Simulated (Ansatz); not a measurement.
Run report: C₂H₆BF₂N, molecular dynamics (part 1 of 2)

The run: molecular dynamics of C₂H₆BF₂N. Method and program: RKS BLYP/def2-SVP (Ansatz 0.2.0).

The geometry comes from this level: PBE0-D4/def2-TZVP. Figures and captions count atoms from 1; the log counts them from 0 in places.

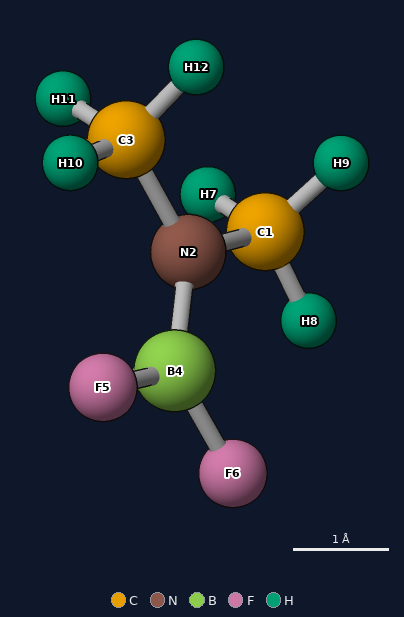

*The starting structure (ball-and-stick view, seen at a tilt; atoms are numbered from 1 in the order of the input).*

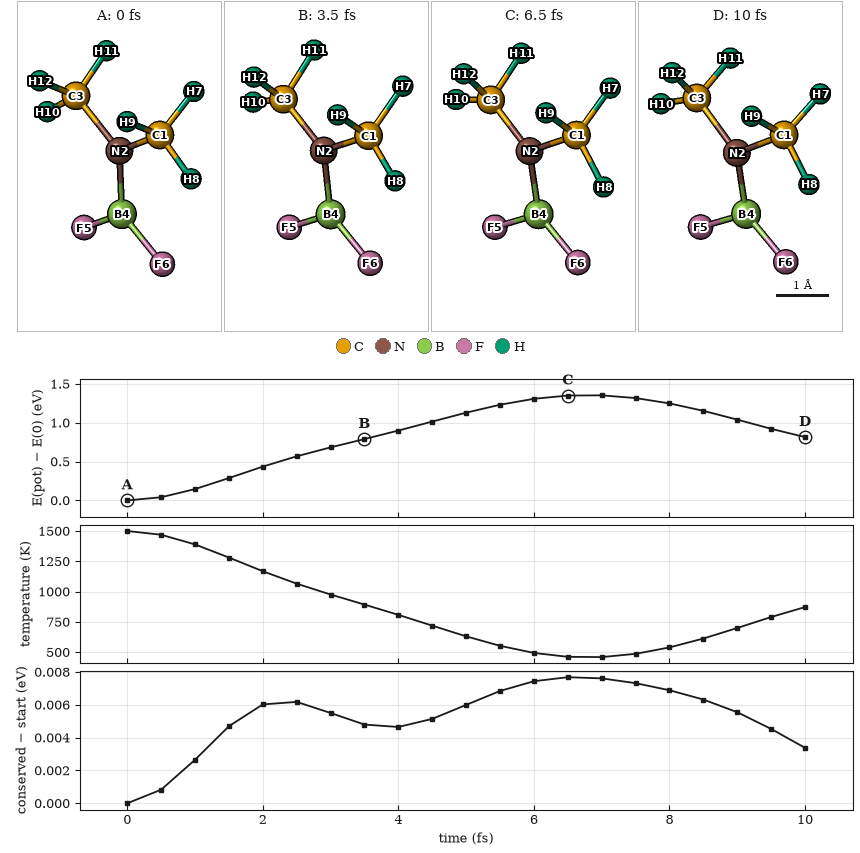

*Frames of the molecular dynamics (ball-and-stick, seen at a tilt) above the curves, on which the letters mark them.*

The trajectory kept here has 21 frames over 10 fs. The temperature starts at 1500 K, ranges from 460 to 1500 K and averages 600 K over the second half. The potential energy ends 0.815 eV above its first value. The conserved quantity stays within 0.0077 eV. After an unweighted best fit of the last frame on the first, the root-mean-square displacement is 0.15 Å.

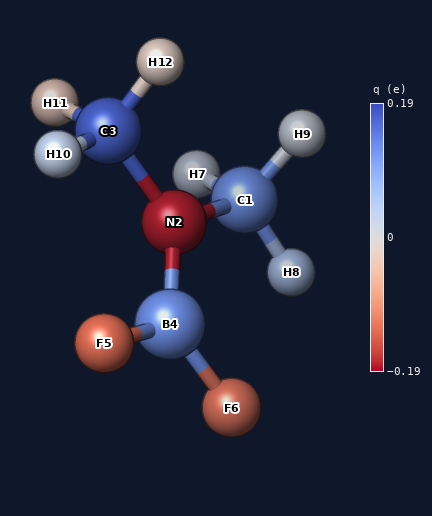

*Mulliken charges, as the colour of each atom (ball-and-stick view, seen at a tilt; atoms are numbered from 1 in the order of the input).*

By element: C +0.11 to +0.17, N −0.18, B +0.12, F −0.13 to −0.12 and H −0.03 to +0.04 e.

These pictures come from the run below.

The input
```yaml
crystal:
  periodic: [false, false, false]
  atoms:
    - {symbol: C, position_ang: [-0.660004, -0.879709, -0.803097]}
    - {symbol: N, position_ang: [-0.045030, 0.146605, 0.003790]}
    - {symbol: C, position_ang: [1.070789, -0.301012, 0.802017]}
    - {symbol: B, position_ang: [-0.492855, 1.465015, 0.011348]}
    - {symbol: F, position_ang: [0.091503, 2.396705, 0.765269]}
    - {symbol: F, position_ang: [-1.526357, 1.855763, -0.735050]}
    - {symbol: H, position_ang: [0.063966, -1.310434, -1.504348]}
    - {symbol: H, position_ang: [-1.489036, -0.464805, -1.373582]}
    - {symbol: H, position_ang: [-1.042042, -1.692876, -0.175232]}
    - {symbol: H, position_ang: [1.478086, 0.527258, 1.379051]}
    - {symbol: H, position_ang: [1.866447, -0.707259, 0.166948]}
    - {symbol: H, position_ang: [0.761533, -1.090351, 1.496786]}
basis:
  gaussian: {orbitals: def2-SVP}
hamiltonian: {xc: {name: BLYP}}
md: {timestep: 0.5 fs, n_steps: 20, ensemble: nve, temperature: 1500, initial_velocities: maxwell_boltzmann, seed: 677}
```

Launch command:
```bash
ansatz run in.yaml --threads 4 --pin off --events-out ev --progress --plain --max-ram 10444MiB
```

The program's output
```
Functional definition: BLYP
  name "BLYP"
  cite "Becke, Phys. Rev. A 38, 3098 (1988) doi:10.1103/PhysRevA.38.3098"
  cite "Lee, Yang & Parr, Phys. Rev. B 37, 785 (1988) doi:10.1103/PhysRevB.37.785"
  parameter beta = 0.0042
  parameter a = 0.04918
  parameter b = 0.132
  parameter c = 0.2533
  parameter d = 0.349
  exchange = b88_x(beta = beta)
  correlation = lyp_c(a = a, b = b, c = c, d = d)
1286 factors; their error is unknown
mean field evaluation 1: about -9754.9037 eV, gradient 7.2e1 eV
mean field evaluation 2: about -9732.6342 eV, gradient 1.2e2 eV
mean field evaluation 4: about -9766.0942 eV, gradient 7.7e0 eV
mean field evaluation 8: about -9766.1893 eV, gradient 2.0e-1 eV
mean field evaluation 16: about -9766.1242 eV, gradient 1.9e-4 eV
mean field -9766.12420966 eV, -358.8984449883 hartree, gradient 7.0e-5 eV, S^2 0.000000; 0 other end points of the search recorded, 0 dependent functions left out
the calculation of the forces begins
reference -9766.12450749 eV, -358.8984559332 hartree; 24, 24 occupied and 90, 90 virtual orbitals, 1286 factors
md step     0: t =     0.00 fs  T =  1500.0 K  F+E_penalty+E_count = -9766.12420966 eV  E_kin = 1.938900 eV  conserved = -9764.18530968 eV  (28 SCF iters)
these checks for a lower state are left out or cut short: starts, cluster_reference, orbital_swaps, neighbouring_geometries, increment
1286 factors; their error is unknown
mean field -9766.08366494 eV, -358.8969549972 hartree, gradient 2.7e-5 eV, S^2 0.000000; 0 other end points of the search recorded, 0 dependent functions left out
[... from here on the field's lines of each further geometry are left out, up to the last ...]
md step     1: t =     0.50 fs  T =  1469.3 K  F+E_penalty+E_count = -9766.08366494 eV  E_kin = 1.899181 eV  conserved = -9764.18448421 eV  (30 SCF iters)
md step     2: t =     1.00 fs  T =  1389.4 K  F+E_penalty+E_count = -9765.97855067 eV  E_kin = 1.795891 eV  conserved = -9764.18266014 eV  (31 SCF iters)
md step     3: t =     1.50 fs  T =  1281.2 K  F+E_penalty+E_count = -9765.83669579 eV  E_kin = 1.656082 eV  conserved = -9764.18061371 eV  (31 SCF iters)
md step     4: t =     2.00 fs  T =  1168.1 K  F+E_penalty+E_count = -9765.68919137 eV  E_kin = 1.509907 eV  conserved = -9764.17928480 eV  (31 SCF iters)
md step     5: t =     2.50 fs  T =  1065.6 K  F+E_penalty+E_count = -9765.55649878 eV  E_kin = 1.377367 eV  conserved = -9764.17913179 eV  (31 SCF iters)
md step     6: t =     3.00 fs  T =   976.2 K  F+E_penalty+E_count = -9765.44160044 eV  E_kin = 1.261795 eV  conserved = -9764.17980579 eV  (31 SCF iters)
md step     7: t =     3.50 fs  T =   893.0 K  F+E_penalty+E_count = -9765.33479681 eV  E_kin = 1.154284 eV  conserved = -9764.18051258 eV  (31 SCF iters)
md step     8: t =     4.00 fs  T =   808.1 K  F+E_penalty+E_count = -9765.22519644 eV  E_kin = 1.044536 eV  conserved = -9764.18066073 eV  (31 SCF iters)
md step     9: t =     4.50 fs  T =   719.1 K  F+E_penalty+E_count = -9765.10971588 eV  E_kin = 0.929549 eV  conserved = -9764.18016709 eV  (31 SCF iters)
md step    10: t =     5.00 fs  T =   630.9 K  F+E_penalty+E_count = -9764.99485029 eV  E_kin = 0.815535 eV  conserved = -9764.17931496 eV  (31 SCF iters)
md step    11: t =     5.50 fs  T =   552.7 K  F+E_penalty+E_count = -9764.89285756 eV  E_kin = 0.714392 eV  conserved = -9764.17846550 eV  (31 SCF iters)
md step    12: t =     6.00 fs  T =   494.0 K  F+E_penalty+E_count = -9764.81642996 eV  E_kin = 0.638558 eV  conserved = -9764.17787179 eV  (31 SCF iters)
md step    13: t =     6.50 fs  T =   462.0 K  F+E_penalty+E_count = -9764.77474894 eV  E_kin = 0.597122 eV  conserved = -9764.17762723 eV  (31 SCF iters)
md step    14: t =     7.00 fs  T =   459.7 K  F+E_penalty+E_count = -9764.77185656 eV  E_kin = 0.594158 eV  conserved = -9764.17769844 eV  (32 SCF iters)
md step    15: t =     7.50 fs  T =   486.6 K  F+E_penalty+E_count = -9764.80696077 eV  E_kin = 0.628971 eV  conserved = -9764.17798976 eV  (32 SCF iters)
md step    16: t =     8.00 fs  T =   539.4 K  F+E_penalty+E_count = -9764.87570287 eV  E_kin = 0.697281 eV  conserved = -9764.17842147 eV  (32 SCF iters)
md step    17: t =     8.50 fs  T =   612.9 K  F+E_penalty+E_count = -9764.97124290 eV  E_kin = 0.792254 eV  conserved = -9764.17898908 eV  (32 SCF iters)
md step    18: t =     9.00 fs  T =   699.8 K  F+E_penalty+E_count = -9765.08432962 eV  E_kin = 0.904570 eV  conserved = -9764.17975959 eV  (30 SCF iters)
md step    19: t =     9.50 fs  T =   790.4 K  F+E_penalty+E_count = -9765.20246083 eV  E_kin = 1.021681 eV  conserved = -9764.18077970 eV  (32 SCF iters)
the calculation of the forces begins
reference -9765.30981879 eV, -358.8685166758 hartree; 24, 24 occupied and 90, 90 virtual orbitals, 1286 factors
1286 factors; their error is unknown
mean field evaluation 192: about -9765.3095 eV, gradient 5.4e-2 eV
mean field -9765.30951295 eV, -358.8685054364 hartree, gradient 3.1e-5 eV, S^2 0.000000; 1 other end points of the search recorded, 0 dependent functions left out
the calculation of the forces begins
reference -9765.30981879 eV, -358.8685166758 hartree; 24, 24 occupied and 90, 90 virtual orbitals, 1286 factors
md step    20: t =    10.00 fs  T =   872.3 K  F+E_penalty+E_count = -9765.30951295 eV  E_kin = 1.127581 eV  conserved = -9764.18193193 eV  (31 SCF iters)
Total energy: -9765.30981879 eV, -358.8685166758 hartree
Atom 0 at    -0.737425    -0.955993    -0.865360 Å, force    -0.533632     2.443227     2.192126 eV/Å
Atom 1 at    -0.060374     0.186574     0.073435 Å, force    -1.363239    -1.034288    -2.372027 eV/Å
Atom 2 at     1.075995    -0.234551     0.803280 Å, force     0.861162    -1.786156     0.543348 eV/Å
Atom 3 at    -0.418968     1.542362    -0.052610 Å, force    -1.067601    -0.902193     1.252204 eV/Å
Atom 4 at     0.126517     2.414851     0.850029 Å, force    -0.431537     0.153202    -1.154718 eV/Å
Atom 5 at    -1.539448     1.784938    -0.782076 Å, force     0.563525     1.045740     0.040914 eV/Å
Atom 6 at    -0.119010    -1.418595    -1.610534 Å, force     1.192696     0.229071    -1.017670 eV/Å
Atom 7 at    -1.655507    -0.478836    -1.304401 Å, force     0.631883    -0.380635     0.158713 eV/Å
Atom 8 at    -1.022809    -1.819517    -0.246536 Å, force    -0.268231     0.057419     0.610374 eV/Å
Atom 9 at     1.611853     0.433159     1.511126 Å, force    -0.919836     0.325319     0.062890 eV/Å
Atom 10 at     1.852438    -0.507376     0.110600 Å, force     1.224318    -0.354106    -0.927936 eV/Å
Atom 11 at     0.840120    -1.222264     1.263169 Å, force     0.110491     0.203401     0.611784 eV/Å
Dipole moment:     0.187218    -0.500277    -0.120627 e Å
```

Trajectory as extended XYZ (Å, eV, eV/Å), 21 frames, from step=0 to step=20
```
12
Properties=species:S:1:pos:R:3:forces:R:3 step=0 time_fs=0.0 energy=-9766.12421 temperature=1500.0
C    -0.6600   -0.8797   -0.8031   -0.0466   0.0444  -0.0263
N    -0.0450    0.1466    0.0038    0.0185  -0.0543  -0.0004
C     1.0708   -0.3010    0.8020    0.0102   0.0633   0.0266
B    -0.4929    1.4650    0.0113   -0.0496   0.1464   0.0007
F     0.0915    2.3967    0.7653    0.3314   0.4856   0.4154
F    -1.5264    1.8558   -0.7350   -0.5601   0.1876  -0.4114
H     0.0640   -1.3104   -1.5043    0.3392  -0.2857  -0.3907
H    -1.4890   -0.4648   -1.3736   -0.4247   0.1766  -0.3024
H    -1.0420   -1.6929   -0.1752   -0.2144  -0.4772   0.2752
H     1.4781    0.5273    1.3791    0.2305   0.3957   0.3055
H     1.8664   -0.7073    0.1669    0.4596  -0.2452  -0.2790
H     0.7615   -1.0904    1.4968   -0.0939  -0.4372   0.3867
12
Properties=species:S:1:pos:R:3:forces:R:3 step=1 time_fs=0.5 energy=-9766.08367 temperature=1469.3
C    -0.6671   -0.8820   -0.8085    1.0564  -0.4065   0.4693
N    -0.0414    0.1481    0.0118   -0.4829  -0.0661  -0.5479
C     1.0642   -0.2923    0.8014    0.6372  -0.7383  -0.5692
B    -0.4892    1.4701    0.0064    0.0144  -0.0049   0.1429
F     0.0933    2.3971    0.7698    0.2806   0.4807   0.3258
F    -1.5267    1.8516   -0.7369   -0.5487   0.2345  -0.4323
H     0.0585   -1.3433   -1.5117    0.0977   0.0893  -0.1581
H    -1.4837   -0.4704   -1.3560   -1.0370   0.4849  -0.7493
H    -1.0327   -1.7121   -0.1883   -0.2566  -0.3169   0.3294
H     1.4990    0.5023    1.3736    0.3061   0.9409   0.6815
H     1.8791   -0.6997    0.1639    0.0914  -0.1067  -0.1049
H     0.7652   -1.0970    1.4708   -0.1588  -0.5910   0.6127
12
Properties=species:S:1:pos:R:3:forces:R:3 step=2 time_fs=1.0 energy=-9765.97855 temperature=1389.4
C    -0.6740   -0.8844   -0.8137    2.0914  -0.9161   0.9547
N    -0.0379    0.1495    0.0197   -0.9934  -0.0307  -1.0863
C     1.0577   -0.2837    0.8007    1.2376  -1.4892  -0.9980
B    -0.4856    1.4752    0.0016    0.0723  -0.1472   0.2844
F     0.0951    2.3976    0.7743    0.2278   0.4726   0.2328
F    -1.5270    1.8475   -0.7389   -0.5317   0.2791  -0.4482
H     0.0533   -1.3761   -1.5193   -0.1283   0.4605   0.0528
H    -1.4808   -0.4748   -1.3402   -1.6251   0.7829  -1.1599
H    -1.0239   -1.7321   -0.2006   -0.2842  -0.1206   0.3538
H     1.5206    0.4796    1.3697    0.3713   1.3843   1.0020
H     1.8921   -0.6925    0.1607   -0.2445   0.0126   0.0378
H     0.7685   -1.1051    1.4462   -0.1932  -0.6883   0.7741
12
Properties=species:S:1:pos:R:3:forces:R:3 step=3 time_fs=1.5 energy=-9765.83670 temperature=1281.2
C    -0.6805   -0.8869   -0.8188    2.9281  -1.3951   1.3623
N    -0.0345    0.1510    0.0274   -1.5058   0.0452  -1.6099
C     1.0515   -0.2755    0.7998    1.8352  -2.1343  -1.1918
B    -0.4820    1.4803   -0.0032    0.1216  -0.2788   0.4233
F     0.0969    2.3982    0.7789    0.1732   0.4615   0.1371
F    -1.5275    1.8435   -0.7409   -0.5087   0.3219  -0.4585
H     0.0478   -1.4077   -1.5269   -0.3182   0.8081   0.2253
H    -1.4817   -0.4773   -1.3271   -2.0777   1.0127  -1.4619
H    -1.0158   -1.7524   -0.2120   -0.3026   0.0986   0.3573
H     1.5432    0.4602    1.3683    0.3780   1.6618   1.2137
H     1.9044   -0.6852    0.1575   -0.5288   0.1069   0.1404
H     0.7714   -1.1149    1.4235   -0.1944  -0.7085   0.8628
12
Properties=species:S:1:pos:R:3:forces:R:3 step=4 time_fs=2.0 energy=-9765.68919 temperature=1168.1
C    -0.6864   -0.8898   -0.8236    3.4473  -1.7551   1.6238
N    -0.0314    0.1524    0.0349   -2.0116   0.1521  -2.1120
C     1.0456   -0.2676    0.7987    2.4625  -2.6437  -1.1228
B    -0.4783    1.4853   -0.0079    0.1598  -0.3989   0.5581
F     0.0988    2.3988    0.7835    0.1175   0.4478   0.0393
F    -1.5280    1.8394   -0.7429   -0.4791   0.3636  -0.4627
H     0.0415   -1.4373   -1.5339   -0.4603   1.1177   0.3521
H    -1.4877   -0.4774   -1.3176   -2.2846   1.1159  -1.5925
H    -1.0084   -1.7725   -0.2226   -0.3169   0.3253   0.3501
H     1.5666    0.4447    1.3698    0.2842   1.7424   1.2814
H     1.9155   -0.6776    0.1547   -0.7538   0.1760   0.2031
H     0.7738   -1.1263    1.4028   -0.1653  -0.6430   0.8822
12
Properties=species:S:1:pos:R:3:forces:R:3 step=5 time_fs=2.5 energy=-9765.55650 temperature=1065.6
C    -0.6916   -0.8930   -0.8281    3.5854  -1.9354   1.7040
N    -0.0287    0.1539    0.0420   -2.5004   0.2786  -2.5849
C     1.0403   -0.2603    0.7973    3.1356  -3.0204  -0.8126
B    -0.4746    1.4902   -0.0125    0.1851  -0.5073   0.6868
F     0.1007    2.3995    0.7881    0.0616   0.4320  -0.0596
F    -1.5285    1.8355   -0.7450   -0.4427   0.4048  -0.4606
H     0.0342   -1.4643   -1.5401   -0.5506   1.3805   0.4324
H    -1.4991   -0.4748   -1.3118   -2.1835   1.0583  -1.5259
H    -1.0018   -1.7917   -0.2324   -0.3310   0.5440   0.3418
H     1.5907    0.4335    1.3743    0.0727   1.6395   1.2022
H     1.9247   -0.6696    0.1524   -0.9194   0.2225   0.2310
H     0.7758   -1.1393    1.3843   -0.1128  -0.4971   0.8454
```
